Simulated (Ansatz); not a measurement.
**CH3F (fluoromethane) at PBE/STO-3G**

Aim: the vertical singlet–triplet gap of CH3F (fluoromethane) at PBE/STO-3G, from 2 runs. 

Program for the calculation: Ansatz 0.2.0.

55 further runs of the same task are left out: 3 that didn't finish, 52 set aside as unsound or not needed.

**1. The system as given**

CH3F has 5 atoms, charge 0, and is taken as a singlet. SMILES: `CF`. The shape is that of a PBE0-D4/def2-TZVP optimisation.

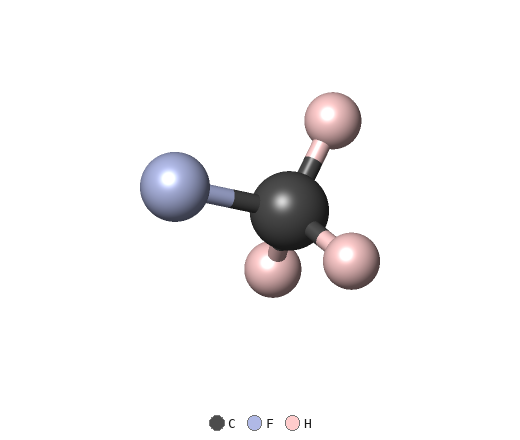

Viewed from a chosen angle; carbon dark grey, fluorine light blue, hydrogen pink.

**2. The energy at PBE/STO-3G**

molecule.yaml

```yaml
crystal:
  periodic: [false, false, false]
  atoms:
    - {symbol: C, position_ang: [-0.050700, 0.032900, 0.007800]}
    - {symbol: F, position_ang: [1.094100, -0.710500, -0.168600]}
    - {symbol: H, position_ang: [-0.918700, -0.626900, -0.058000]}
    - {symbol: H, position_ang: [-0.104800, 0.796000, -0.772000]}
    - {symbol: H, position_ang: [-0.019800, 0.508500, 0.990700]}
basis:
  gaussian:
    orbitals: STO-3G
accuracy: high
hamiltonian:
  xc: pbe
```

Command:

```sh
ansatz run molecule.yaml --threads 1 --pin off --max-ram 2610MiB --events-out events.jsonl --progress --plain --runs-dir runs
```

The log of the run:

```text
Warning: RAYON_NUM_THREADS=1 ignored (pool sized by the plan → 1); use --threads N
Functional definition: PBE
  name "PBE"
  parameter kappa = 0.804
  parameter beta = 0.06672455060314922
  exchange = pbe_x(kappa = kappa, mu = beta*pi^2/3)
  correlation = pbe_c(beta = beta)
206 factors; integrals over basis functions are off by at most 2.5e-8 eV
mean field evaluation 1: about -3745.2728 eV, gradient 7.8e0 eV
mean field evaluation 2: about -3745.2045 eV, gradient 9.5e0 eV
mean field evaluation 4: about -3745.4527 eV, gradient 1.7e-1 eV
mean field evaluation 8: about -3745.4001 eV, gradient 1.4e-3 eV
mean field -3745.40011694 eV, -137.6409155741 hartree, gradient 9.0e-9 eV, S^2 0.000000; 0 other end points of the search recorded, 0 dependent functions left out
reference -3745.40011845 eV, -137.6409156298 hartree; 9, 9 occupied and 4, 4 virtual orbitals, 206 factors
Total energy: -3745.40011845 eV, -137.6409156298 hartree
```

It took 0.68 s on 1 thread of Arm Neoverse V1, shared host.

**3. The triplet**

run.yaml

```yaml
basis:
  gaussian: {orbitals: STO-3G}
crystal:
  periodic: [false, false, false]
  atoms:
    - symbol: C
      position_ang: [-0.050700, 0.032900, 0.007800]
    - symbol: F
      position_ang: [1.094100, -0.710500, -0.168600]
    - symbol: H
      position_ang: [-0.918700, -0.626900, -0.058000]
    - symbol: H
      position_ang: [-0.104800, 0.796000, -0.772000]
    - symbol: H
      position_ang: [-0.019800, 0.508500, 0.990700]
magnetization: {spin_polarized: true, initial_magnetization: 2}
hamiltonian: {xc: pbe}
accuracy: high
```

Command:

```sh
ansatz run run.yaml --threads 1 --pin off --max-ram 2610MiB --events-out events.jsonl --progress --plain --runs-dir runs
```

The log of the run:

```text
Warning: RAYON_NUM_THREADS=1 ignored (pool sized by the plan → 1); use --threads N
Functional definition: PBE
  name "PBE"
  parameter kappa = 0.804
  parameter beta = 0.06672455060314922
  exchange = pbe_x(kappa = kappa, mu = beta*pi^2/3)
  correlation = pbe_c(beta = beta)
206 factors; integrals over basis functions are off by at most 2.5e-8 eV
mean field evaluation 1: about -3733.5592 eV, gradient 1.1e1 eV
mean field evaluation 2: about -3728.1913 eV, gradient 2.3e1 eV
mean field evaluation 4: about -3734.5445 eV, gradient 1.2e0 eV
mean field evaluation 8: about -3734.5053 eV, gradient 6.7e-2 eV
mean field evaluation 16: about -3734.5054 eV, gradient 2.8e-3 eV
mean field evaluation 32: about -3734.5054 eV, gradient 4.1e-8 eV
mean field evaluation 64: about -3734.5054 eV, gradient 1.8e-7 eV
mean field -3734.50545212 eV, -137.2405440268 hartree, gradient 2.2e-8 eV, S^2 2.001044; 6 other end points of the search recorded, 0 dependent functions left out
reference -3734.50545362 eV, -137.2405440817 hartree; 10, 8 occupied and 3, 5 virtual orbitals, 206 factors
Total energy: -3734.50545362 eV, -137.2405440817 hartree
```

Run time: 12 s. Hardware: 1 thread of Arm Neoverse V1, shared host; peak memory 0.11 GiB.

**4. Outcome**

At PBE/STO-3G:

| quantity | value |
| --- | --- |
| singlet: total energy | -137.64092 Eh |
| triplet: total energy | -137.24054 Eh |
| triplet: ⟨S²⟩ | 2.001 |
| vertical energy of the triplet above the singlet | 10.895 eV |

What this shows: At this shape the triplet lies 10.89 eV (1051 kJ/mol) above the singlet. In a minimal basis such a difference can be off by several eV, whatever the method.
